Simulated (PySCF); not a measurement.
SMILES [F][Mg][SeH], B3LYP/def2-SVP optimised geometry. Atoms within 1.6 Å of the plane z = 0.6 Å (x, y, z in Å): Mg1 (0.33, -0.73, 0.00), F2 (2.09, -0.75, 0.00), Se3 (-2.09, -0.73, 0.00), H4 (-2.09, 0.75, 0.00).

Calculation: B3LYP/def2-TZVP (PySCF).

Map of the electron localisation function on the plane z = 0.6 Å:

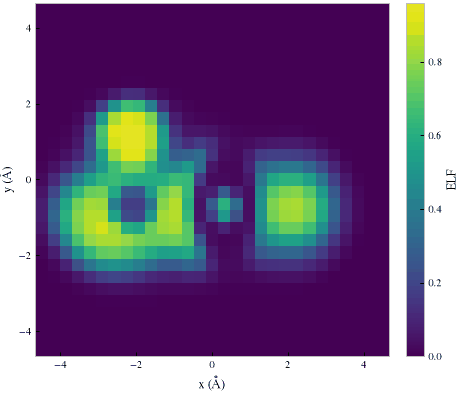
Figure: Electron localisation function on the plane z = 0.6 Å.
